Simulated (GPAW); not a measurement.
# Calculation of the molecule and its ions, with input and output: SiPH$_{2}$SCl (part 2 of 3)

The same run, continued: SiPH$_{2}$SCl; RPBE/dzp, scalar-relativistic datasets (GPAW 26.7.0). The geometry comes from this level: GFN2-xTB.

Geometry of the input (Å):
```
Cl -1.7421  0.9744  -1.0976
Si 0.0646  0.2022  -0.7034
P  0.8657  -0.0527  1.3618
S  0.1349  -1.7338  0.2217
H  1.0216  0.3450  -1.7794
H  -0.3448  0.2648  1.9969
```

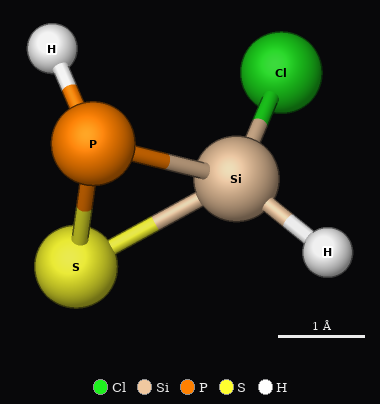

**Figure 1.** The structure (ball-and-stick view, seen at a tilt).

## Output, continued
```
species:
  Cl:
    name:    Chlorine
    Z:       17.0
    valence: 7
    core:    10
    charge:  0.0  # [|e|]
    file:    Cl.RPBE.gz
    compensation charges:
      type: gauss
      rc: 0.25  # [Å]
      lmax: 2
    cutoffs:
      filter: 1.40  # [Å]
      core: 1.49  # [Å]
    projectors
    | kind |    occ | energy [eV] | rcut [Å] |
    |------|--------|-------------|----------|
    |   3s |  2.000 |     -20.687 |    0.794 |
    |   3p |  5.000 |      -8.572 |    0.794 |
    |    s |        |       6.524 |    0.794 |
    |    p |        |      18.639 |    0.794 |
    |    d |        |       0.000 |    0.794 |

    LCAO basis set for Cl:
      Name: dzp
      File: Cl.dzp.basis.gz
      Number of radial functions: 5
      Number of spherical harmonics: 13
        l=0, rc=5.1719 Bohr: 3s-sz confined orbital
        l=1, rc=6.2656 Bohr: 3p-sz confined orbital
        l=0, rc=2.8281 Bohr: 3s-dz split-valence wave
        l=1, rc=3.5156 Bohr: 3p-dz split-valence wave
        l=2, rc=6.2656 Bohr: d-type Gaussian polarization
      Number of RI-basis functions 0

  Si:
    name:    Silicon
    Z:       14.0
    valence: 4
    core:    10
    charge:  0.0  # [|e|]
    file:    Si.RPBE.gz
    compensation charges:
      type: gauss
      rc: 0.33  # [Å]
      lmax: 2
    cutoffs:
      filter: 1.86  # [Å]
      core: 2.06  # [Å]
    projectors
    | kind |    occ | energy [eV] | rcut [Å] |
    |------|--------|-------------|----------|
    |   3s |  2.000 |     -10.793 |    1.058 |
    |   3p |  2.000 |      -4.075 |    1.058 |
    |    s |        |      16.418 |    1.058 |
    |    p |        |      23.136 |    1.058 |
    |    d |        |       0.000 |    1.058 |

    LCAO basis set for Si:
      Name: dzp
      File: Si.dzp.basis.gz
      Number of radial functions: 5
      Number of spherical harmonics: 13
        l=0, rc=6.8594 Bohr: 3s-sz confined orbital
        l=1, rc=9.0625 Bohr: 3p-sz confined orbital
        l=0, rc=3.8906 Bohr: 3s-dz split-valence wave
        l=1, rc=5.2344 Bohr: 3p-dz split-valence wave
        l=2, rc=9.0625 Bohr: d-type Gaussian polarization
      Number of RI-basis functions 0

  P:
    name:    Phosphorus
    Z:       15.0
    valence: 5
    core:    10
    charge:  0.0  # [|e|]
    file:    P.RPBE.gz
    compensation charges:
      type: gauss
      rc: 0.30  # [Å]
      lmax: 2
    cutoffs:
      filter: 1.69  # [Å]
      core: 1.81  # [Å]
    projectors
    | kind |    occ | energy [eV] | rcut [Å] |
    |------|--------|-------------|----------|
    |   3s |  2.000 |     -13.955 |    0.953 |
    |   3p |  3.000 |      -5.495 |    0.953 |
    |    s |        |      13.257 |    0.953 |
    |    p |        |      21.717 |    0.953 |
    |    d |        |       0.000 |    0.953 |

    LCAO basis set for P:
      Name: dzp
      File: P.dzp.basis.gz
      Number of radial functions: 5
      Number of spherical harmonics: 13
        l=0, rc=6.0938 Bohr: 3s-sz confined orbital
        l=1, rc=7.7031 Bohr: 3p-sz confined orbital
        l=0, rc=3.4375 Bohr: 3s-dz split-valence wave
        l=1, rc=4.4688 Bohr: 3p-dz split-valence wave
        l=2, rc=7.7031 Bohr: d-type Gaussian polarization
      Number of RI-basis functions 0

  S:
    name:    Sulfur
    Z:       16.0
    valence: 6
    core:    10
    charge:  0.0  # [|e|]
    file:    S.RPBE.gz
    compensation charges:
      type: gauss
      rc: 0.24  # [Å]
      lmax: 2
    cutoffs:
      filter: 1.77  # [Å]
      core: 1.66  # [Å]
    projectors
    | kind |    occ | energy [eV] | rcut [Å] |
    |------|--------|-------------|----------|
    |   3s |  2.000 |     -17.247 |    0.974 |
    |   3p |  4.000 |      -6.991 |    0.979 |
    |    s |        |       9.964 |    0.974 |
    |    p |        |      20.220 |    0.979 |
    |    d |        |       0.000 |    0.900 |

    LCAO basis set for S:
      Name: dzp
      File: S.dzp.basis.gz
      Number of radial functions: 5
      Number of spherical harmonics: 13
        l=0, rc=5.5156 Bohr: 3s-sz confined orbital
        l=1, rc=6.9375 Bohr: 3p-sz confined orbital
        l=0, rc=3.0469 Bohr: 3s-dz split-valence wave
        l=1, rc=3.9375 Bohr: 3p-dz split-valence wave
        l=2, rc=6.9375 Bohr: d-type Gaussian polarization
      Number of RI-basis functions 0

  H:
    name:    Hydrogen
    Z:       1.0
    valence: 1
    core:    0
    charge:  0.0  # [|e|]
    file:    H.RPBE.gz
    compensation charges:
      type: gauss
      rc: 0.15  # [Å]
      lmax: 2
    cutoffs:
      filter: 0.85  # [Å]
      core: 0.53  # [Å]
    projectors
    | kind |    occ | energy [eV] | rcut [Å] |
    |------|--------|-------------|----------|
    |   1s |  1.000 |      -6.572 |    0.476 |
    |    s |        |      20.639 |    0.476 |
    |    p |        |       0.000 |    0.476 |

    LCAO basis set for H:
      Name: dzp
      File: H.dzp.basis.gz
      Number of radial functions: 3
      Number of spherical harmonics: 5
        l=0, rc=6.4219 Bohr: 1s-sz confined orbital
        l=0, rc=3.6094 Bohr: 1s-dz split-valence wave
        l=1, rc=6.4219 Bohr: p-type Gaussian polarization
      Number of RI-basis functions 0

Reference energy: -40641.894322  # eV

eigensolver:
  <gpaw.new.lcao.eigensolver.LCAOEigensolver object at 0xe979dd5b49e0>
density mixing:
  MSR1-Mixer
  Pratt-step length: 0.05
  Maximum mixing coefficient: 0.75
  Old densities: 10
  SVD Regularization: 0.005
  Good broyden scale: 1.0
  Trust region scale: 1.0
  Backstep threshold: 4.0
  History deletion threshold: 6.0
  Fourier metric: weight=20.0, sigma=0.015

occupation numbers:
  # Zero width

FastPoissonSolver using
    Stencil: 6*3+1=19 point O(h^6) finite-difference Laplacian
    FFT axes: []
    FST axes: [np.int64(0), np.int64(1), np.int64(2)]

xc functional:
  name: RPBE with 2 nearest neighbor stencil
interpolation: tri-quintic # 5. degree polynomial

Initialization done in: 3.037 s

convergence criteria:
- Maximum [total energy] change in last 3 cyles: 0.0005 eV / valence electron
- Maximum integral of absolute [dens]ity change: 0.0001 electrons / valence electron
- Maximum integral of absolute [eigenst]ate change: 4e-08 eV^2 / valence electron
maximum number of iterations: 100

SCF iterations
|iter     |     time |      energy | eigst |  dens |
|---------|----------|-------------|-------|-------|
|iter:   1| 00:00:03 |  -22.684837 |      c|       |
|iter:   2| 00:00:04 |  -22.607266 |      c| -0.92 |
|iter:   3| 00:00:04 |  -22.158850 |      c| -0.95 |
|iter:   4| 00:00:05 |  -22.152567 |      c| -1.56 |
|iter:   5| 00:00:05 |  -22.152608c|      c| -2.20 |
|iter:   6| 00:00:05 |  -22.152548c|      c| -2.92 |
|iter:   7| 00:00:06 |  -22.152541c|      c| -3.31 |
|iter:   8| 00:00:06 |  -22.152540c|      c| -3.86 |
|iter:   9| 00:00:06 |  -22.152540c|      c| -4.42c|

Converged in 9 steps
SCF loop duration: 3.097 s (0.344 s/step)
Energy contributions relative to reference atoms: (reference = -40641.894322)

Energy contributions:
  Kinetic:          40.851048
  Coulomb:         -38.505347
  Zero:              0.190648
  External:          0.000000
  Xc:              -24.688889
  Entropy:           0.000000
  Spinorbit:         0.000000
  ----------------------------
  Free energy:     -22.152540
  Extrapolated:    -22.152540

dipole moment: (-0.040475, 0.251731, -0.084455)  # |e|*Ang

Fermi level: -3.453
Eigenvalues  # (at kpt = [0.000, 0.000, 0.000])
| band index |      eig [eV] | occ [0-2] |
|------------|---------------|-----------|
|          0 |       -21.174 |     2.000 |
|        ... |               |           |
|          4 |       -10.294 |     2.000 |
|          5 |        -9.515 |     2.000 |
|          6 |        -9.012 |     2.000 |
|          7 |        -8.577 |     2.000 |
|          8 |        -7.870 |     2.000 |
|          9 |        -7.476 |     2.000 |
|         10 |        -6.301 |     2.000 |
|         11 |        -5.518 |     2.000 |
|         12 |        -1.387 |     0.000 |
|         13 |        -1.095 |     0.000 |
|         14 |        -0.657 |     0.000 |
|         15 |         0.307 |     0.000 |
|         16 |         1.094 |     0.000 |
|         17 |         1.612 |     0.000 |

Gap: 4.130 eV
Transition (v -> c):
  (s=0, k=0, n=11, [0.00, 0.00, 0.00]) -> (s=0, k=0, n=12, [0.00, 0.00, 0.00])
No difference between direct/indirect transitions
vacuum-level: 0.000  # V
neutral       -22.15254 eV
  __  _  _
 | _ |_)|_||  |
 |__||  | ||/\| - 26.7.0

units:  Angstrom and eV
cores:  1
OpenMP: False

Versions:
  Python: 3.12.14
  ASE:    3.29.0
  Numpy:  2.5.5
  Scipy:  1.18.1
  Libxc:  7.0.0

        _gpaw.cpython-312-aarch64-linux-gnu.so

Input parameters:
  mode=LCAO(),
  basis={'default': 'dzp'},
  charge=1,
  h=0.22,
  maxiter=100,
  occupations=Occupations(name='fermi-dirac', width=0.0, fixmagmom=True),
  symmetry=Symmetry(point_group=False, time_reversal=False),
  xc=XC(name='RPBE')

timing:  # [seconds]
  Total: 6.141  # ━━━━━━━━━━━━━━━━━━━━━━━━━━━━━━━━━━━━━━━━━━━━━━━━━━━━━━━━━━━
  Init:  3.036  # ━━━━━━━━━━━━━━━━━━━━━━━━━━━━━
  SCF:   3.097  # ━━━━━━━━━━━━━━━━━━━━━━━━━━━━━━

Max RSS: 462.051  # MiB
        .----------------------------.
       /|                            |
      / |                            |
     /  |                            |
    /   |                            |
   /    |                            |
  /     |                            |
 *      |                            |
 |      |                            |
 |      |          H                 |
 |      |             P              |
 |      |                            |
 |      |       Cl SSi               |
 |      |              H             |
 |      |                            |
 |      |                            |
 |      .----------------------------.
 |     /                            /
 |    /                            /
 |   /                            /
 |  /                            /
 | /                            /
 |/                            /
 *----------------------------*

Atoms  # Å, Bohr magnetons
|   | symbol |        x |        y |        z |    initial magnetic moments |
|---|--------|----------|----------|----------|-----------------------------|
| 0 |     Cl | 4.500000 | 7.208200 | 5.181870 | ( 0.0000,  0.0000,  0.1667) |
| 1 |     Si | 6.306650 | 6.436000 | 5.576050 | ( 0.0000,  0.0000,  0.1667) |
| 2 |      P | 7.107730 | 6.181120 | 7.641200 | ( 0.0000,  0.0000,  0.1667) |
| 3 |      S | 6.376980 | 4.500000 | 6.501150 | ( 0.0000,  0.0000,  0.1667) |
| 4 |      H | 7.263700 | 6.578820 | 4.500000 | ( 0.0000,  0.0000,  0.1667) |
| 5 |      H | 5.897240 | 6.498540 | 8.276310 | ( 0.0000,  0.0000,  0.1667) |

Unit cell  # Å
| periodic |         x |         y |         z |   lengths |    angles |
|----------|-----------|-----------|-----------|-----------|-----------|
|       no | 11.763700 |  0.000000 |  0.000000 | 11.763700 | 90.000000 |
|       no |  0.000000 | 11.708200 |  0.000000 | 11.708200 | 90.000000 |
|       no |  0.000000 |  0.000000 | 12.776310 | 12.776310 | 90.000000 |

Number of symmetries: 1
Symmetry operations  # r_c * U_cc + t_c -> r_c
|   | kind |            matrix            |
|---|------|------------------------------|
| 0 |  E   |  1, 0, 0,  0, 1, 0,  0, 0, 1 |

BZ-sampling:
  Number of BZ points: 1
  Number of IBZ points: 1

  Monkhorst-Pack size: [1, 1, 1]
  Monkhorst-Pack shift: [0, 0, 0]

K-points  # in reciprocal-cell coordinates
|   |                                coordinates |     weight |
|---|--------------------------------------------|------------|
| 0 | (  0.00000000,   0.00000000,   0.00000000) | 1.00000000 |

basis functions: 62
Spin-components: 2 (collinear spins)
Bands:           18
Projectors:      26
Spin-degeneracy: 1
Datatype:        <class 'float'>

  Storage: CPU
  Wave functions: 17_856 bytes (17_856 per core)

Parallelization:
  kpt:    1
  domain: 1
  band:   1

Density:
  Valence electrons: 24.0
  Components: 2
  Grid points: [52 52 60]
  Charge: 1.0  # |e|

Potential:
  Grid points: [52 52 60]

species:
  Cl:
    name:    Chlorine
    Z:       17.0
    valence: 7
    core:    10
    charge:  0.0  # [|e|]
    file:    Cl.RPBE.gz
    compensation charges:
      type: gauss
      rc: 0.25  # [Å]
      lmax: 2
    cutoffs:
      filter: 1.40  # [Å]
      core: 1.49  # [Å]
    projectors
    | kind |    occ | energy [eV] | rcut [Å] |
    |------|--------|-------------|----------|
    |   3s |  2.000 |     -20.687 |    0.794 |
    |   3p |  5.000 |      -8.572 |    0.794 |
    |    s |        |       6.524 |    0.794 |
    |    p |        |      18.639 |    0.794 |
    |    d |        |       0.000 |    0.794 |

    LCAO basis set for Cl:
      Name: dzp
      File: Cl.dzp.basis.gz
      Number of radial functions: 5
      Number of spherical harmonics: 13
        l=0, rc=5.1719 Bohr: 3s-sz confined orbital
        l=1, rc=6.2656 Bohr: 3p-sz confined orbital
        l=0, rc=2.8281 Bohr: 3s-dz split-valence wave
        l=1, rc=3.5156 Bohr: 3p-dz split-valence wave
        l=2, rc=6.2656 Bohr: d-type Gaussian polarization
      Number of RI-basis functions 0

  Si:
    name:    Silicon
    Z:       14.0
    valence: 4
    core:    10
    charge:  0.0  # [|e|]
    file:    Si.RPBE.gz
    compensation charges:
      type: gauss
      rc: 0.33  # [Å]
      lmax: 2
    cutoffs:
      filter: 1.86  # [Å]
      core: 2.06  # [Å]
    projectors
    | kind |    occ | energy [eV] | rcut [Å] |
    |------|--------|-------------|----------|
    |   3s |  2.000 |     -10.793 |    1.058 |
    |   3p |  2.000 |      -4.075 |    1.058 |
    |    s |        |      16.418 |    1.058 |
    |    p |        |      23.136 |    1.058 |
    |    d |        |       0.000 |    1.058 |

    LCAO basis set for Si:
      Name: dzp
      File: Si.dzp.basis.gz
      Number of radial functions: 5
      Number of spherical harmonics: 13
        l=0, rc=6.8594 Bohr: 3s-sz confined orbital
        l=1, rc=9.0625 Bohr: 3p-sz confined orbital
        l=0, rc=3.8906 Bohr: 3s-dz split-valence wave
        l=1, rc=5.2344 Bohr: 3p-dz split-valence wave
        l=2, rc=9.0625 Bohr: d-type Gaussian polarization
      Number of RI-basis functions 0
```
